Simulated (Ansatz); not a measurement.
# AlAg2B (built on the sites of a database entry of AlAg): the cell at rest

Task: relax AlAg2B (built on the sites of a database entry of AlAg) tightly.

Calculated with Ansatz 0.2.0; DFT RPBE, scalar-relativistic, plane waves, PAW.

The structure was built from a prototype and need not be the compound's stable phase.

**1. Starting point**

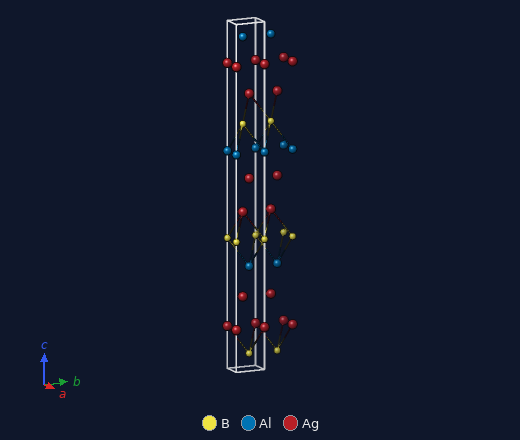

Start, viewed slightly off an axis; boron yellow, aluminium blue, silver red. 1×2×1 cells are drawn. This picture shows the conventional cell, with its axes. Bonds to atoms that aren't drawn are left out. Some periodic images of atoms are drawn too.

**2. Probe on a coarse mesh**

A quick single point on a coarse mesh tells whether the cell has a gap and how far it is from rest, which sets the k mesh and smearing that follow.

input.yaml

```yaml
crystal:
  lattice:
    - [1.43687, 0.82958, 8.65498]
    - [-1.43687, 0.82958, 8.65498]
    - [0.0, -1.65915, 8.65498]
  atoms:
    - { symbol: B, position: [0.37457, 0.37457, 0.37457] }
    - { symbol: Al, position: [0.62543, 0.62543, 0.62543] }
    - { symbol: Ag, position: [0.8782, 0.8782, 0.8782] }
    - { symbol: Ag, position: [0.1218, 0.1218, 0.1218] }
kpoints:
  mp_grid: { grid: [9, 9, 9] }
hamiltonian:
  xc: rpbe
scf:
  occupations: { method: gaussian, width: 0.1 }
output:
  forces: true
  stress: true
  eigenvalues: true
```

On the command line:

```sh
> ansatz run input.yaml --threads 8 --pin off --max-ram 14336MiB --backend cpu --events-out ev --progress --plain --runs-dir out
```

Numbers of over 12 decimals in the logs are rounded to 6 here.

What it wrote:

```text
[...]
k-point 0: bands = [... 18 lower, 8.5305, 9.2600, 9.2600, 10.7231, 13.5842, 18.5365, 18.5365, 20.4647, ... 1 higher]
  k-point 1: bands = [... 18 lower, 8.5556, 8.9332, 9.2472, 11.4375, 13.8090, 17.5790, 18.2359, 20.4554, ... 1 higher]
  k-point 2: bands = [... 18 lower, 8.8521, 8.9104, 9.2137, 12.5941, 14.5093, 15.3760, 17.5803, 18.6411, ... 1 higher]
  k-point 84: bands = [... 18 lower, 8.5557, 9.2337, 9.2476, 9.7176, 16.0781, 17.5543, 18.0933, 18.2326, ... 1 higher]
[key lines of the parts left out:]
SCF converged after 8 iterations
Free energy (F): -15891.718046 eV
Fermi energy:    12.944106 eV
P = ⅓ Tr σ = 0.2923 GPa (2.923 kbar)
```

The job ended after 2 s (8 threads of Arm Neoverse V2, shared host; peak memory 0.42 GiB).

This step gave:

```yaml
pressure: 0.2923 GPa
volume_per_atom: 15.48 Å³
gap_on_the_k_mesh: 0 eV
```

The coarse mesh shows no gap and a pressure of 0.3 GPa.

**3. Rough relaxation**

The start is far from rest, so a relaxation with loose tolerances brings it close first.

input.yaml, as its differences from that of step 2:

```diff
@@ -20 +20,6 @@
   eigenvalues: true
+relax:
+  adjacent_minimum: "off"
+  f_tol: 0.05
+  max_steps: 80
+  cell: { stress_tol: 0.5 }
```

What it wrote:

```text
[...]
Crystal: 4 atoms, lattice volume = 61.900 Å³
Basis set: ecut = 420 eV, 1223 PW (Γ), FFT grids on a1−a3, a2−a3, a3, exchange–correlation on 40×40×120 points (8 copies of the dense FFT grid, shifted against one another)
Bands: 27, of which v1, the nominal top of the filled ones, is band 22 counted from 1 (21 counted from 0)
Symmetry: 6 space group operations
[...]
cell:  # Å, volume = 60.9306 Å³
    - [1.498098, 0.864929, 7.837262]
    - [-1.498098, 0.864929, 7.837262]
    - [0, -1.729853, 7.837262]
  atoms:
    - { symbol: B, position: [0.371208, 0.371208, 0.371208] }
    - { symbol: Al, position: [0.642195, 0.642195, 0.642195] }
    - { symbol: Ag, position: [0.880240, 0.880240, 0.880240] }
    - { symbol: Ag, position: [0.106357, 0.106357, 0.106357] }
[key lines of the parts left out:]
SCF converged after 4 iterations
Free energy (F): -15892.832055 eV
Fermi energy:    13.061607 eV
P = ⅓ Tr σ = -0.0268 GPa (-0.268 kbar)
```

Elapsed: 11 s, on 8 threads; peak memory 0.47 GiB.

Relaxation path:

```csv
step,energy less that of the first step (eV),largest force component (eV/Å),pressure (GPa),volume (Å³)
1,0.0000,2.2198,0.29,61.90
2,-0.6836,1.3979,-2.13,61.38
3,-1.0099,0.5295,3.01,58.62
4,-1.1088,0.1734,1.35,60.09
5,-1.1128,0.0918,-0.29,61.01
6,-1.1135,0.0129,-0.03,60.93
7*,-1.1140,0.0124,-0.03,60.93
```

Relaxation steps marked * repeat the geometry before them on a plane-wave basis chosen anew for their cell, so energy and pressure can jump there.

The run keeps the 6 symmetry operations that it works with, so distortions that break them were not tested.

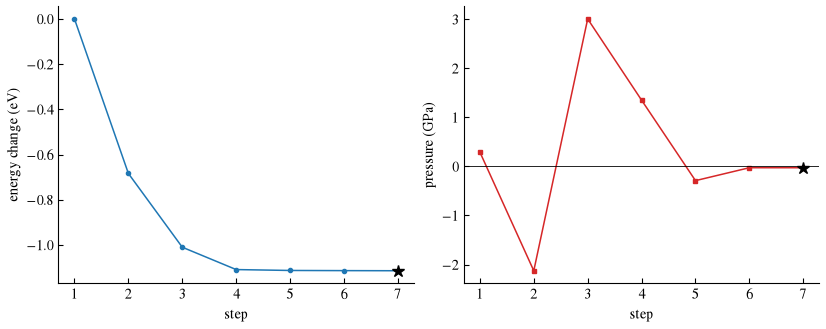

Energy and pressure along the relaxation. Stars mark steps on a basis chosen anew.

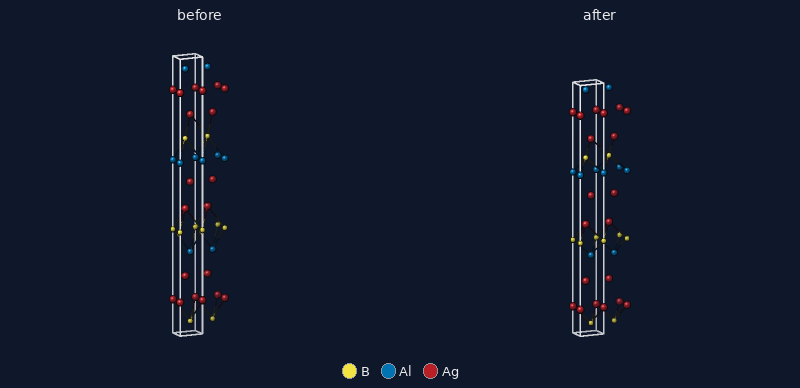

Before and after, at one scale. Bonds to atoms that aren't drawn are left out.

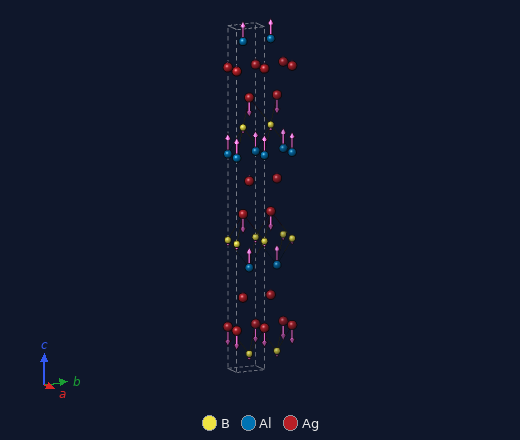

Displacements in the relaxation, exaggerated, measured against the changing cell; the longest in the cell stands for 0.39 Å. Bonds to atoms that aren't drawn are left out. 1×2×1 conventional cells are drawn. Some periodic images of atoms are drawn too.

```csv
"conventional cell, symmetrised",before,after,change
a (Å),2.874,2.996,+4.3 %
b (Å),2.874,2.996,+4.3 %
c (Å),25.965,23.512,-9.4 %
volume (Å³/atom),15.48,15.23,-1.6 %
```

The atoms that moved most (Å, as changes of fractional coordinates times the final cell):

```csv
atom,dx,dy,dz,length
Al2,0.000,0.000,0.394,0.394
Ag4,0.000,0.000,-0.363,0.363
B1,0.000,0.000,-0.079,0.079
Ag3,0.000,0.000,0.048,0.048
```

Final coordinates:

```cif
data_structure
_symmetry_space_group_name_H-M 'P 1'
_symmetry_Int_Tables_number 1
_cell_length_a 8.0259
_cell_length_b 8.0259
_cell_length_c 8.0259
_cell_angle_alpha 21.516
_cell_angle_beta 21.516
_cell_angle_gamma 21.516
_cell_volume 60.93
loop_
_atom_site_label
_atom_site_type_symbol
_atom_site_fract_x
_atom_site_fract_y
_atom_site_fract_z
_atom_site_occupancy
B1 B 0.37121 0.37121 0.37121 1
Al2 Al 0.64220 0.64220 0.64220 1
Ag3 Ag 0.88024 0.88024 0.88024 1
Ag4 Ag 0.10636 0.10636 0.10636 1
```

Numbers from this step:

| Property | Result |
| --- | --- |
| pressure | -0.02678 GPa |
| volume per atom | 15.23 Å³ |

In this step the volume went from 15.48 to 15.23 Å³/atom.

**4. Relaxation**

The cell and atoms are relaxed, since residual forces and stress would shift the frequencies.

input.yaml

```yaml
crystal:
  lattice:
    - [1.4980983363, 0.8649289869, 7.8372619077]
    - [-1.4980983363, 0.8649289869, 7.8372619077]
    - [0.0, -1.7298534462, 7.8372624073]
  atoms:
    - { symbol: B, position: [0.3712079417, 0.3712079417, 0.3712079417] }
    - { symbol: Al, position: [0.6421951609, 0.6421951609, 0.6421951609] }
    - { symbol: Ag, position: [0.8802399246, 0.8802399246, 0.8802399246] }
    - { symbol: Ag, position: [0.1063569729, 0.1063569729, 0.1063569729] }
kpoints:
  mp_grid: { grid: [18, 18, 18] }
hamiltonian:
  xc: rpbe
scf:
  occupations: { method: gaussian, width: 0.1 }
output:
  forces: true
  stress: true
  eigenvalues: true
  write_density: true
  write_potential: true
  elf: true
  volumetric_format: npy
relax:
  adjacent_minimum: "off"
  f_tol: 0.005
  max_steps: 80
  cell: { stress_tol: 0.05 }
```

What it wrote:

```text
[...]
Crystal: 4 atoms, lattice volume = 60.931 Å³
Basis set: ecut = 420 eV, 1155 PW (Γ), FFT grids on a1−a2, a2, −a2+a3, exchange–correlation on 48×108×48 points (8 copies of the dense FFT grid, shifted against one another)
Bands: 27, of which v1, the nominal top of the filled ones, is band 22 counted from 1 (21 counted from 0)
[... 1 set-up line as in the run before ...]
[...]
k-points: 580 of 5832 (time reversal used)
[...]
SCF iter   1: F=—  HF=-15892.790654 eV  |F-HF|=—  |Δ(HF+E_count)|=         —  Δρ=4.26e-3  dr2=3.13e-2  ethr=1.77e-3  ⟨swp⟩=5.3  Hψ=59419  notcnv=0
[...]
SCF iter   8: F=-15892.787934 eV  HF=-15892.787934 eV  |F-HF|=5.83e-9  |Δ(HF+E_count)|=   6.92e-9  Δρ=3.78e-6  dr2=1.37e-8  ethr=2.27e-10  ⟨swp⟩=9.6  Hψ=91033  notcnv=0
SCF 1 converged in 8 iterations: F = -15892.787934 eV  dr2 = 1.37e-8
[...]
relax step   1: F+E_penalty+E_count = -15892.78793367 eV  Δ(F+E_penalty+E_count) = +0.000e0 eV  max|allowed force component| = 5.180e-2 eV/Å  Δτ_max = 0.0000 Å  P = +0.035 GPa  Ω = 60.931 Å³  (8 SCF iters, dr2 threshold 1.00e-7 eV, accepted)
Crystal: 4 atoms, lattice volume = 60.840 Å³
Basis set: ecut = 420 eV, 1131 PW (Γ), FFT grids on a1−a2, a2, −a2+a3, exchange–correlation on 48×108×48 points (8 copies of the dense FFT grid, shifted against one another)
[...]
SCF iter   6: F=-15892.788631 eV  HF=-15892.788632 eV  |F-HF|=4.74e-8  |Δ(HF+E_count)|=   2.85e-8  Δρ=9.12e-6  dr2=5.64e-8  ethr=8.82e-10  ⟨swp⟩=7.2  Hψ=85130  notcnv=0
SCF 2 converged in 6 iterations: F = -15892.788631 eV  dr2 = 5.64e-8
relax step   2: F+E_penalty+E_count = -15892.78863146 eV  Δ(F+E_penalty+E_count) = -6.978e-4 eV  max|allowed force component| = 3.665e-2 eV/Å  Δτ_max = 0.0086 Å  P = +0.094 GPa  Ω = 60.840 Å³  energy of the carried Pulay correction = +4.835e-5 eV  (6 SCF iters, dr2 threshold 3.88e-7 eV, accepted)
Crystal: 4 atoms, lattice volume = 60.959 Å³
Basis set: ecut = 420 eV, 1143 PW (Γ), FFT grids on a1−a2, a2, −a2+a3, exchange–correlation on 48×108×48 points (8 copies of the dense FFT grid, shifted against one another)
[...]
SCF iter   5: F=-15892.788745 eV  HF=-15892.788745 eV  |F-HF|=1.63e-8  |Δ(HF+E_count)|=   3.32e-8  Δρ=4.20e-6  dr2=2.19e-8  ethr=1.91e-10  ⟨swp⟩=7.2  Hψ=85295  notcnv=0
SCF 3 converged in 5 iterations: F = -15892.788745 eV  dr2 = 2.19e-8
relax step   3: F+E_penalty+E_count = -15892.78874545 eV  Δ(F+E_penalty+E_count) = -1.140e-4 eV  max|allowed force component| = 1.150e-2 eV/Å  Δτ_max = 0.0050 Å  P = -0.027 GPa  Ω = 60.959 Å³  energy of the carried Pulay correction = -1.529e-5 eV  (5 SCF iters, dr2 threshold 8.40e-8 eV, accepted)
[...]
relax step   4: F+E_penalty+E_count = -15892.78876954 eV  Δ(F+E_penalty+E_count) = -2.409e-5 eV  max|allowed force component| = 1.718e-3 eV/Å  Δτ_max = 0.0013 Å  P = +0.014 GPa  Ω = 60.940 Å³  energy of the carried Pulay correction = -4.970e-6 eV  (6 SCF iters, dr2 threshold 8.27e-9 eV, accepted)
[...]
SCF iter   5: F=-15892.788767 eV  HF=-15892.788767 eV  |F-HF|=3.09e-11  |Δ(HF+E_count)|=  1.64e-11  Δρ=1.58e-7  dr2=3.51e-11  ethr=1.00e-12  ⟨swp⟩=5.0  Hψ=64299  notcnv=0
SCF 5 converged in 5 iterations: F = -15892.788767 eV  dr2 = 3.51e-11
relax step   5: F+E_penalty+E_count = -15892.78876711 eV  Δ(F+E_penalty+E_count) = +2.432e-6 eV  max|allowed force component| = 1.706e-3 eV/Å  Δτ_max = 0.0000 Å  P = +0.013 GPa  Ω = 60.940 Å³  stress off target by 1.39e-2 GPa  SCF on the basis re-selected at this cell (its energy is not comparable with the rows above)  (5 SCF iters)
basis re-selected at this cell: Δ(F+E_penalty+E_count) = +2.432e-6 eV, ΔP = -0.001 GPa vs the last step (what re-selecting the basis moved, of the pressure what is left beyond the Pulay correction that the steps carried, after the strain that the cell walked since its last selection, with what the two solves' SCF thresholds leave and, on support functions, any second-order correction that the steps lacked; it is no m [...]
SCF converged after 5 iterations
Free energy (F): -15892.788767 eV
[...]
Internal energy: -15892.783583 eV  (E = F + TS)
E sigma→0 (E₀):  -15892.786175 eV
Entropy (-TS):   -0.005184 eV (-1.296 meV/atom)
Fermi energy:    13.044661 eV
[...]
--- Forces (eV/Å), atoms counted from 1 ---
  atom   1  B     -0.00000000     0.00000000     0.00022217
  atom   2  Al     0.00000000    -0.00000000    -0.00170600
  atom   3  Ag     0.00000000    -0.00000000    -0.00008683
  atom   4  Ag     0.00000000     0.00000000     0.00156987
  max |Σ_I F_I| component: 7.89e-7 eV/Å
--- Stress (GPa, compression-positive) ---
        0.013113      -0.000000       0.000000
       -0.000000       0.013113       0.000000
        0.000000       0.000000       0.013877
  P = ⅓ Tr σ = 0.0134 GPa (0.134 kbar)
--- Band table (eV; the first three rows and the last of 580) ---
  k-point 0: bands = [... 18 lower, 8.7225, 9.0621, 9.0621, 12.5073, 16.2950, 16.9616, 16.9616, 22.7415, ... 1 higher]
  k-point 1: bands = [... 18 lower, 8.7118, 9.0411, 9.0614, 12.6289, 16.3351, 16.6976, 16.8750, 22.5601, ... 1 higher]
  k-point 2: bands = [... 18 lower, 8.6906, 9.0308, 9.0583, 12.9483, 15.9949, 16.4644, 16.6421, 21.7106, ... 1 higher]
  k-point 579: bands = [... 18 lower, 9.0677, 9.0677, 9.6309, 10.1511, 16.9571, 16.9571, 18.8202, 20.7076, ... 1 higher]
--- Relaxed structure (4 steps of the walk, 4 accepted, 1 SCFs on fresh bases) ---
[...]
cell:  # Å, volume = 60.9400 Å³
    - [1.502131, 0.867257, 7.796427]
    - [-1.502131, 0.867257, 7.796427]
    - [0, -1.734510, 7.796427]
  atoms:
    - { symbol: B, position: [0.371383, 0.371383, 0.371383] }
    - { symbol: Al, position: [0.642059, 0.642059, 0.642059] }
    - { symbol: Ag, position: [0.880106, 0.880106, 0.880106] }
    - { symbol: Ag, position: [0.106452, 0.106452, 0.106452] }
```

Wall time 53 s (8 threads); peak memory 1.2 GiB.

Step by step:

```csv
step,energy less that of the first step (eV),largest force component (eV/Å),pressure (GPa),volume (Å³)
1,0.0000,0.0518,0.03,60.93
2,-0.0007,0.0367,0.09,60.84
3,-0.0008,0.0115,-0.03,60.96
4,-0.0008,0.0017,0.01,60.94
5*,-0.0008,0.0017,0.01,60.94
```

Relaxation steps marked * repeat the geometry before them on a plane-wave basis chosen anew for their cell, so energy and pressure can jump there.

Forces are held to the 6 operations that the run works with; a distortion that breaks them can't arise in this run.

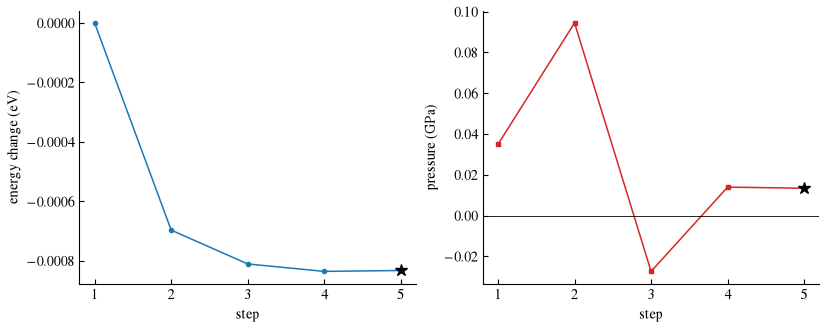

Energy and pressure along the relaxation. Stars mark steps on a basis chosen anew.

```csv
"conventional cell, symmetrised",before,after,change
a (Å),2.996,3.004,+0.3 %
b (Å),2.996,3.004,+0.3 %
c (Å),23.512,23.389,-0.5 %
volume (Å³/atom),15.23,15.23,+0.0 %
```

The relaxed structure:

```cif
data_structure
_symmetry_space_group_name_H-M 'P 1'
_symmetry_Int_Tables_number 1
_cell_length_a 7.9870
_cell_length_b 7.9870
_cell_length_c 7.9870
_cell_angle_alpha 21.680
_cell_angle_beta 21.680
_cell_angle_gamma 21.680
_cell_volume 60.94
loop_
_atom_site_label
_atom_site_type_symbol
_atom_site_fract_x
_atom_site_fract_y
_atom_site_fract_z
_atom_site_occupancy
B1 B 0.37138 0.37138 0.37138 1
Al2 Al 0.64206 0.64206 0.64206 1
Ag3 Ag 0.88011 0.88011 0.88011 1
Ag4 Ag 0.10645 0.10645 0.10645 1
```

Numbers from this step:

| Quantity | Value |
| --- | --- |
| pressure | 0.01337 GPa |

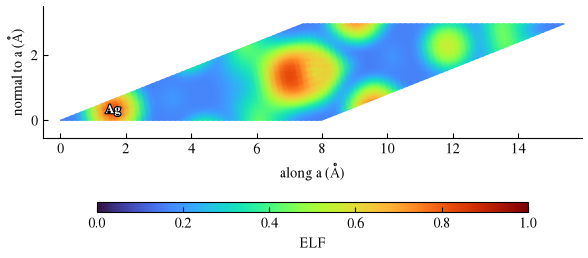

ELF in the ac plane of the cell as run, not the conventional one, at fractional y = 0.106, with atoms of Ag within 0.2 Å of it. It is the smooth field of the valence electrons, not physical close to the nuclei.

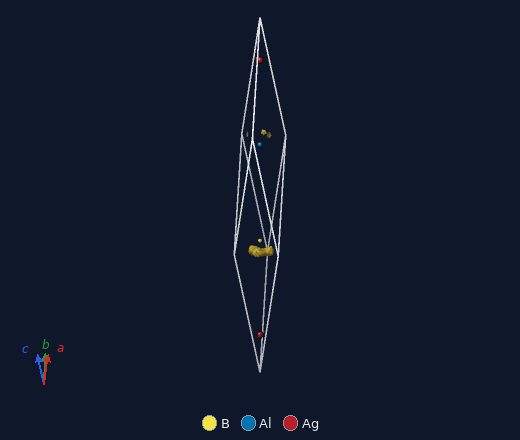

Surface of ELF = 0.78. Drawn on the cell as run, not the conventional one. Bonds to atoms that aren't drawn are left out.

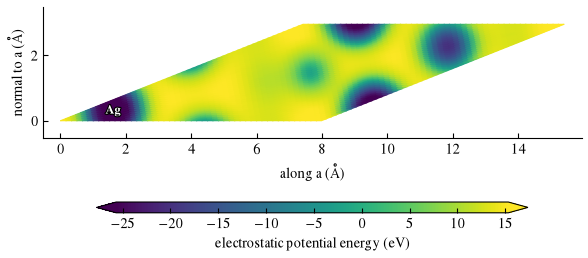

Electrostatic potential energy in the ac plane of the cell as run, not the conventional one, at fractional y = 0.106, with atoms of Ag within 0.2 Å of it. With pseudopotentials it is smooth inside the atoms' cores, unlike the true potential.

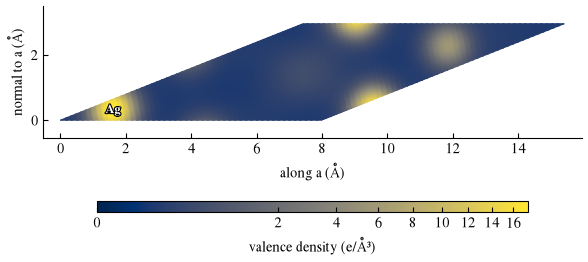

Valence density in the ac plane of the cell as run, not the conventional one, at fractional y = 0.106, with atoms of Ag within 0.2 Å of it. It is the smooth field of the valence electrons, not physical close to the nuclei. The colour scale is stretched toward low values.

In this step the volume went from 15.23 to 15.23 Å³/atom.

**5. Tight relaxation**

Phonons need a cell at rest on their own settings, so the relaxation is repeated with tight tolerances on forces and stress, using the mesh and the filling of the phonon run that follows.

input.yaml

```yaml
crystal:
  lattice:
    - [1.5021314508, 0.8672574987, 7.7964267789]
    - [-1.5021314508, 0.8672574987, 7.7964267789]
    - [0.0, -1.7345104937, 7.7964272799]
  atoms:
    - { symbol: B, position: [0.3713834302, 0.3713834302, 0.3713834302] }
    - { symbol: Al, position: [0.6420586499, 0.6420586499, 0.6420586499] }
    - { symbol: Ag, position: [0.8801059761, 0.8801059761, 0.8801059761] }
    - { symbol: Ag, position: [0.1064519439, 0.1064519439, 0.1064519439] }
kpoints:
  mp_grid: { grid: [18, 18, 18] }
hamiltonian:
  xc: rpbe
scf:
  occupations: { method: methfessel_paxton, width: 0.2 }
output:
  forces: true
  stress: true
  eigenvalues: true
relax:
  adjacent_minimum: "off"
  f_tol: 0.001
  max_steps: 60
  cell: { stress_tol: 0.01 }
```

What it wrote:

```text
[...]
Crystal: 4 atoms, lattice volume = 60.940 Å³
Basis set: ecut = 420 eV, 1143 PW (Γ), FFT grids on a1−a3, a2−a3, a3, exchange–correlation on 48×48×108 points (8 copies of the dense FFT grid, shifted against one another)
Bands: 27, of which v1, the nominal top of the filled ones, is band 22 counted from 1 (21 counted from 0)
[... 1 set-up line as in the run before ...]
[...]
--- Relaxed structure (4 steps of the walk, 4 accepted, 2 SCFs on fresh bases) ---
[...]
cell:  # Å, volume = 60.9458 Å³
    - [1.502271, 0.867338, 7.795720]
    - [-1.502271, 0.867338, 7.795720]
    - [0, -1.734672, 7.795721]
  atoms:
    - { symbol: B, position: [0.371364, 0.371364, 0.371364] }
    - { symbol: Al, position: [0.642083, 0.642083, 0.642083] }
    - { symbol: Ag, position: [0.880107, 0.880107, 0.880107] }
    - { symbol: Ag, position: [0.106446, 0.106446, 0.106446] }
[key lines of the parts left out:]
SCF converged after 6 iterations
Free energy (F): -15892.785280 eV
Fermi energy:    13.042529 eV
P = ⅓ Tr σ = 0.0004 GPa (0.004 kbar)
```

Run time: 50 s. Hardware: 8 threads; peak memory 1 GiB.

Little changed from the start: no atom moved by 0.005 Å and no cell edge by 0.1 %.

Numbers from this step:

```yaml
pressure: 4.12e-4 GPa
volume_per_atom: 15.24 Å³
```

The largest force component left is 0.27 meV/Å and the pressure is 0.000 GPa, within the tolerances set. The cell now holds 15.24 Å³/atom.

**6. Summary of results**

* space group after relaxation (within 0.01 Å): R3m
* lattice constant a: 3.005 Å
* lattice constant b: 3.005 Å
* lattice constant c: 23.387 Å
* volume per atom: 15.2 Å³

The largest force component left is 0.27 meV/Å and the pressure is 0.000 GPa, within the tolerances set. The cell now holds 15.24 Å³/atom. The relaxation keeps the symmetry of its start, so it says nothing on stability against lower symmetry. The starting cell was built on a prototype and not taken from a measurement, so the phase need not exist.

[Logs are printed without paths, hosts, clocks, repeated set-up lines and the standing remarks that a program may print on its own settings, such as how far it seeks lower states.]

[Hosts, paths, dates, database ids (printed as entryN), source tags and the programs' standing remarks are cut or masked in the printed files.]
